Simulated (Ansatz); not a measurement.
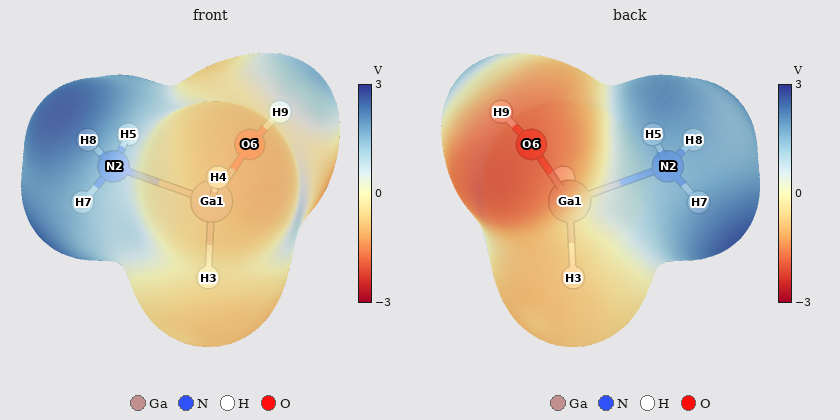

GaH6NO. The electrostatic potential painted on the density surface at 0.002 e/bohr³, seen from the front and from behind; red is negative and blue positive.

The product side of a reaction path; geometry: PBE0-D4/def2-TZVP.

These are results of Ansatz 0.2.0, RKS PBE0-D4/def2-TZVPP, not measurements.

Input file:

```
crystal:
  periodic: [false, false, false]
  atoms:
    - {symbol: Ga, position_ang: [-0.828788, -0.476747, -0.306938]}
    - {symbol: N, position_ang: [0.975354, 0.672030, -0.372037]}
    - {symbol: H, position_ang: [-0.528451, -1.567112, -1.399743]}
    - {symbol: H, position_ang: [-1.971343, 0.605664, -0.427522]}
    - {symbol: H, position_ang: [1.334428, 0.434367, 0.549616]}
    - {symbol: O, position_ang: [-0.410003, -0.991778, 1.406225]}
    - {symbol: H, position_ang: [1.646093, 0.385294, -1.074675]}
    - {symbol: H, position_ang: [0.851081, 1.675524, -0.428053]}
    - {symbol: H, position_ang: [-1.068271, -0.737243, 2.053126]}
basis:
  gaussian: {orbitals: def2-TZVPP}
hamiltonian: {xc: pbe0, dispersion: d4}
output: {orbitals: {seedname: orbitals}}
```

Run with:

```sh
ansatz run in.yaml --threads 4 --pin off --events-out ev --progress --plain --max-ram 9574MiB
```

### Describe the electrostatic potential map.

The most negative region (about −2.1 V, or −48 kcal/mol for a unit charge) lies over O6, the most positive (about +2.7 V, or +62 kcal/mol for a unit charge) over H7 and H8. O6 is the likeliest acceptor of a hydrogen bond.
